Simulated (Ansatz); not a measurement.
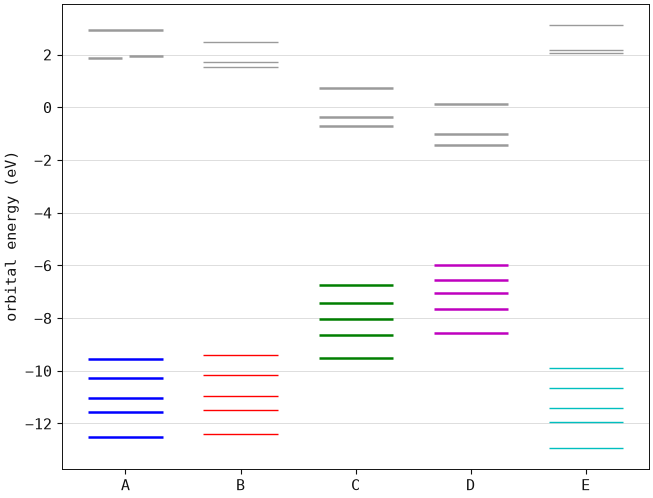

Frontier orbital energies of C₂H₉AlOS, SMILES [CH3][Al-]([CH3])([OH])[SH2+], singlet at one geometry, def2-TZVPP, the Ansatz code 0.2.0, at a PBE0-D4/def2-TZVP geometry (a minimum by its frequencies). Empty levels are grey, levels within 0.1 eV stand side by side; all columns show the same few orbitals around the gap.

> The columns come from HSE06, LC-wPBE, LDA (SPW92), ωB97M-V and ωB97X-V. Which is which?

A: ωB97X-V (HOMO −9.54, LUMO 1.87, separation 11.42 eV)
B: ωB97M-V (HOMO −9.40, LUMO 1.54, separation 10.94 eV)
C: HSE06 (HOMO −6.74, LUMO −0.70, separation 6.05 eV)
D: LDA (SPW92) (HOMO −5.98, LUMO −1.42, separation 4.57 eV)
E: LC-wPBE (HOMO −9.91, LUMO 2.06, separation 11.97 eV)

Limits of at least one run: empty levels above zero depend strongly on the basis.
